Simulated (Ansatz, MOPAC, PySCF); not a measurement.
H2O (SMILES O) and C4H6 (SMILES C=CC=C) are pulled apart as rigid monomers along the line of their centres of mass, from the B3LYP-D3(BJ)/def2-TZVP minimum. Starting geometry (charge 0, multiplicity 1):
```xyz
13

O      0.011    -0.487    -0.150
H     -0.725    -0.576     0.467
H      0.736    -0.180     0.407
C     -1.694    -0.660     3.132
C     -0.732     0.256     3.002
C      0.688    -0.041     3.072
C      1.651     0.864     2.882
H     -1.458    -1.702     3.314
H     -2.741    -0.397     3.068
H     -1.000     1.293     2.819
H      0.957    -1.072     3.282
H      2.698     0.600     2.940
H      1.416     1.901     2.671
```

Interaction energies with rigid monomers; basis-set methods are counterpoise corrected unless marked otherwise.

Rows in 6-31G* carry no dispersion term and start afresh at each structure (6-31G* with six Cartesian d functions). The state that AM1, PM6 reach isn't checked.

Codes used: Ansatz (Gaussian orbitals); MOPAC for AM1, PM6 (differences of heats of formation); PySCF for 6-31G* rows, the dispersion terms. Values without a source in brackets are computed.

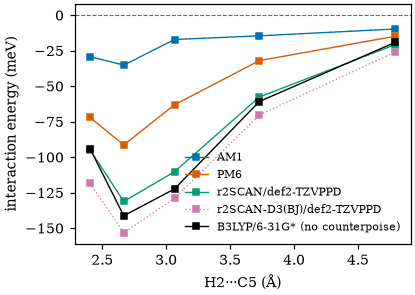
Interaction energy against separation

**Question.** Which level binds most strongly at H2···C5 = 2.67, and by how much?

**Answer.** r2SCAN-D3(BJ)/def2-TZVPPD, -153 meV.

Ansatz is an electronic-structure program.
